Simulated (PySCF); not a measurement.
Vertical excitations of a molecule C₃H₆O₂Si from PySCF 2.14.0 with TDA-M06-2X/def2-SVPD, as energy in eV (oscillator strength): 5.64 (0.000), 6.61 (0.001), 6.62 (0.001), 7.81 (0.012), 7.87 (0.090), 8.01 (0.021), 8.34 (0.075), 8.43 (0.019), 8.54 (0.014), 8.60 (0.014). Lowest triplet (TDA): 5.14 eV. Geometry optimised at B3LYP-D3(BJ)/def2-SVP. One conformer was computed; it need not be the lowest.

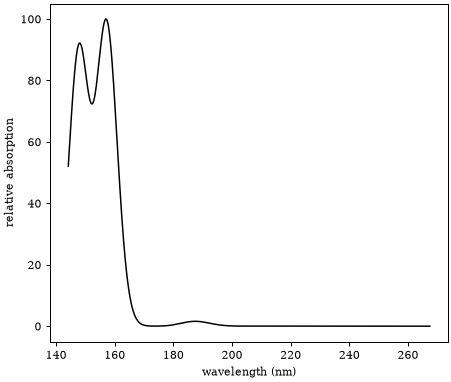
Fig. 1. The lines broadened by 0.4 eV.

Question: Which molecule gave these data?
(A) C=CC1O[SiH2]O1
(B) C#C[Si](C)(O)O
(C) O=C1C[SiH2]CO1
(D) C=C1OC[Si@@H]1O

Answer: B, C#C[Si](C)(O)O
